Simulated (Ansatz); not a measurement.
# BH3 (borane): levels of theory compared

Aim: a comparison of 6 runs (UHF/3-21G, CAM-B3LYP/6-31G*, UPBE/6-31G*, UPBE0/6-31G*, RPA@PBE/3-21G, UMP2/6-31G*) of BH3 (borane). 

The results are computed with Ansatz 0.2.0.

54 further runs of the same task are left out: 54 set aside as unsound or not needed.

**1. The structure to begin with**

BH3 has 4 atoms, charge 0, and is taken as a singlet. As SMILES, `B`. The H2–B1 distance was set to 1.492 Å, away from the relaxed value.

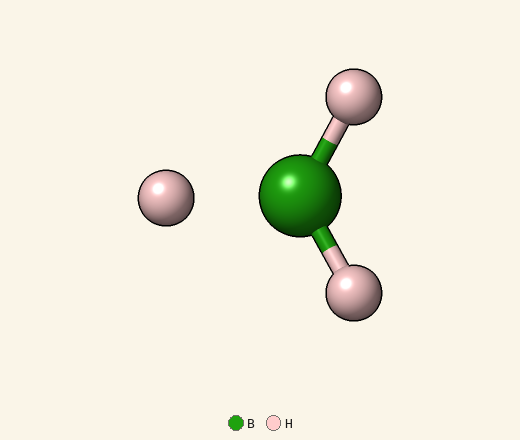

The structure, seen from a chosen angle (boron green, hydrogen pink).

**2. The energy at UHF/3-21G (run 1)**

The input, job.yaml:

```yaml
crystal:
  periodic: [false, false, false]
  atoms:
    - {symbol: B, position_ang: [-0.228206, -0.114313, -0.148594]}
    - {symbol: H, position_ang: [0.982200, 0.381700, 0.568800]}
    - {symbol: H, position_ang: [-0.518306, -1.271013, -0.100494]}
    - {symbol: H, position_ang: [-0.906506, 0.645687, -0.770394]}
basis:
  gaussian: {orbitals: 3-21G.json}
magnetization: {spin_polarized: true}
hamiltonian: {xc: hf}
accuracy: high
```

The basis set 3-21G is read from a file made from the Basis Set Exchange's data (not shown).

Started as:

```bash
$ ansatz run job.yaml --threads 1 --pin off --max-ram 2610MiB --events-out events.jsonl --progress --plain --runs-dir runs
```

The program printed:

```text
Warning: RAYON_NUM_THREADS=1 ignored (pool sized by the plan → 1); use --threads N
Functional definition: HF
  name "HF"
  exchange = exact_x
  correlation = 0
292 factors; integrals over basis functions are off by at most 3.0e-9 eV
mean field evaluation 1: about -712.8426 eV, gradient 6.1e0 eV
mean field evaluation 2: about -712.8302 eV, gradient 6.1e0 eV
mean field evaluation 4: about -713.2014 eV, gradient 2.3e-1 eV
mean field evaluation 8: about -713.2017 eV, gradient 6.4e-5 eV
mean field -713.20170920 eV, -26.2096793877 hartree, gradient 1.9e-8 eV, S^2 0.000000; 0 other end points of the search recorded, 0 dependent functions left out
reference -713.20170920 eV, -26.2096793877 hartree; 4, 4 occupied and 11, 11 virtual orbitals, 292 factors
Total energy: -713.20170920 eV, -26.2096793877 hartree
```

Wall time 0.08 s (1 thread of Arm Neoverse V1, shared host).

**3. A single-point energy at CAM-B3LYP/6-31G(d) (spherical functions) (run 2)**

The input, input.yaml:

```yaml
crystal:
  periodic: [false, false, false]
  atoms:
    - {symbol: B, position_ang: [-0.228206, -0.114313, -0.148594]}
    - {symbol: H, position_ang: [0.982200, 0.381700, 0.568800]}
    - {symbol: H, position_ang: [-0.518306, -1.271013, -0.100494]}
    - {symbol: H, position_ang: [-0.906506, 0.645687, -0.770394]}
basis:
  gaussian: {orbitals: 6-31G_st_-spherical.json}
hamiltonian: {xc: {name: CAM-B3LYP}}
accuracy: high
```

The basis set 6-31G* is read from a file made from the Basis Set Exchange's data (not shown).

Started as:

```bash
$ ansatz run input.yaml --threads 1 --pin off --max-ram 2610MiB --events-out events.jsonl --progress --plain --runs-dir runs
```

The program printed:

```text
Warning: RAYON_NUM_THREADS=1 ignored (pool sized by the plan → 1); use --threads N
Functional definition: CAM-B3LYP
  name "CAM-B3LYP"
  parameter alpha = 0.19
  parameter beta = 0.46
  parameter omega = 0.33/bohr
  parameter ac = 0.81
  exchange = (1 - alpha - beta)*b88_x + beta*b88_x_sr(omega) + alpha*exact_x + beta*exact_x_lr(omega)
  correlation = (1 - ac)*vwn5_c + ac*lyp_c
415 factors; integrals over basis functions are off by at most 2.4e-9 eV
170 factors; integrals over basis functions are off by at most 1.5e-9 eV
mean field evaluation 1: about -722.4674 eV, gradient 5.0e0 eV
mean field evaluation 2: about -722.5739 eV, gradient 1.2e0 eV
mean field evaluation 4: about -722.5745 eV, gradient 5.1e-1 eV
mean field evaluation 8: about -722.5755 eV, gradient 3.7e-4 eV
mean field evaluation 16: about -722.5755 eV, gradient 1.5e-8 eV
mean field -722.57545768 eV, -26.5541582906 hartree, gradient 1.5e-8 eV, S^2 0.000000; 0 other end points of the search recorded, 0 dependent functions left out
reference -722.57547095 eV, -26.5541587782 hartree; 4, 4 occupied and 16, 16 virtual orbitals, 415 factors
Total energy: -722.57547095 eV, -26.5541587782 hartree
```

Run time: 0.71 s. Hardware: 1 thread of Arm Neoverse V1, shared host.

Run 3 isn't shown in full; the table further down has it.

**4. A single-point energy at UPBE0/6-31G(d) (spherical functions) (run 4)**

The input, in.yaml:

```yaml
crystal:
  periodic: [false, false, false]
  atoms:
    - symbol: B
      position_ang: [-0.228206, -0.114313, -0.148594]
    - symbol: H
      position_ang: [0.982200, 0.381700, 0.568800]
    - symbol: H
      position_ang: [-0.518306, -1.271013, -0.100494]
    - symbol: H
      position_ang: [-0.906506, 0.645687, -0.770394]
basis:
  gaussian:
    orbitals: 6-31G_st_-spherical.json
magnetization:
  spin_polarized: true
hamiltonian:
  xc: {name: PBE0}
accuracy: high
```

The basis set 6-31G* is read from a file made from the Basis Set Exchange's data (not shown).

Started as:

```bash
$ ansatz run in.yaml --threads 1 --pin off --max-ram 2610MiB --events-out events.jsonl --progress --plain --runs-dir runs
```

The program printed:

```text
Warning: RAYON_NUM_THREADS=1 ignored (pool sized by the plan → 1); use --threads N
Functional definition: PBE0
  name "PBE0"
  parameter a = 0.25
  parameter kappa = 0.804
  parameter beta = 0.06672455060314922
  exchange = (1 - a)*pbe_x(kappa = kappa, mu = beta*pi^2/3) + a*exact_x
  correlation = pbe_c(beta = beta)
415 factors; integrals over basis functions are off by at most 2.4e-9 eV
mean field evaluation 1: about -721.7820 eV, gradient 4.5e0 eV
mean field evaluation 2: about -721.9035 eV, gradient 2.3e0 eV
mean field evaluation 4: about -721.9447 eV, gradient 1.7e-2 eV
mean field evaluation 8: about -721.9390 eV, gradient 2.7e-4 eV
mean field -721.93896574 eV, -26.5307676433 hartree, gradient 1.7e-8 eV, S^2 0.000000; 0 other end points of the search recorded, 0 dependent functions left out
reference -721.93896725 eV, -26.5307676985 hartree; 4, 4 occupied and 16, 16 virtual orbitals, 415 factors
Total energy: -721.93896725 eV, -26.5307676985 hartree
```

It took 0.85 s on 1 thread of Arm Neoverse V1, shared host; peak memory 0.095 GiB.

Run 5 isn't shown in full; the table further down has it.

**5. The energy at UMP2/6-31G(d) (spherical functions) (run 6)**

The input, molecule.yaml:

```yaml
crystal:
  periodic: [false, false, false]
  atoms:
    - {symbol: B, position_ang: [-0.228206, -0.114313, -0.148594]}
    - {symbol: H, position_ang: [0.982200, 0.381700, 0.568800]}
    - {symbol: H, position_ang: [-0.518306, -1.271013, -0.100494]}
    - {symbol: H, position_ang: [-0.906506, 0.645687, -0.770394]}
basis:
  gaussian:
    orbitals: 6-31G_st_-spherical.json
magnetization:
  spin_polarized: true
  initial_magnetization: 0
correlation:
  method: mp2
  frozen_orbitals: {B: 1, H: 0}
accuracy: high
```

The basis set 6-31G* is read from a file made from the Basis Set Exchange's data (not shown).

Started as:

```bash
$ ansatz run molecule.yaml --threads 1 --pin off --max-ram 2610MiB --events-out events.jsonl --progress --plain --runs-dir runs
```

The program printed:

```text
Warning: RAYON_NUM_THREADS=1 ignored (pool sized by the plan → 1); use --threads N
Functional definition: HF
  name "HF"
  exchange = exact_x
  correlation = 0
415 factors; integrals over basis functions are off by at most 2.4e-9 eV
mean field evaluation 1: about -716.8804 eV, gradient 6.8e0 eV
mean field evaluation 2: about -716.8794 eV, gradient 6.8e0 eV
mean field evaluation 4: about -717.3217 eV, gradient 2.7e-1 eV
mean field evaluation 8: about -717.3224 eV, gradient 8.0e-4 eV
mean field -717.32242614 eV, -26.3611129421 hartree, gradient 2.6e-8 eV, S^2 0.000000; 0 other end points of the search recorded, 0 dependent functions left out
1 core orbitals not correlated: weight in the atoms' cores, before any rotation towards them, 1.000 or more for the frozen orbitals, at most 0.000 for the correlated occupied ones
reference -717.32242614 eV, -26.3611129421 hartree; 3, 3 occupied and 16, 16 virtual orbitals, 415 factors
second order -2.04516789 eV of doubles, -0.00000000 eV of singles
Total energy: -719.36759403 eV, -26.4362714758 hartree
```

It took 0.12 s on 1 thread of Arm Neoverse V1, shared host.

**6. Overview of the runs**

```csv
run,level,frozen core orbitals,energy (Eh),wall time
1,UHF/3-21G,–,-26.209679,0.08 s
2,CAM-B3LYP/6-31G* (spherical functions),–,-26.554159,0.71 s
3,UPBE/6-31G* (spherical functions),–,-26.518581,0.85 s
4,UPBE0/6-31G* (spherical functions),–,-26.530768,0.85 s
5,RPA@PBE/3-21G,1,-26.335267,0.66 s
6,UMP2/6-31G* (spherical functions),1,-26.436271,0.12 s
```

**7. Outcome**

| quantity | value |
| --- | --- |
| run 6: total energy | -26.43627 Eh |
| run 6: correlation energy (1 core orbital frozen) | -75.2 mEh |

What this shows: Totals of different functionals can't be ranked against each other. All runs together took 3.3 s, the longest 0.85 s.
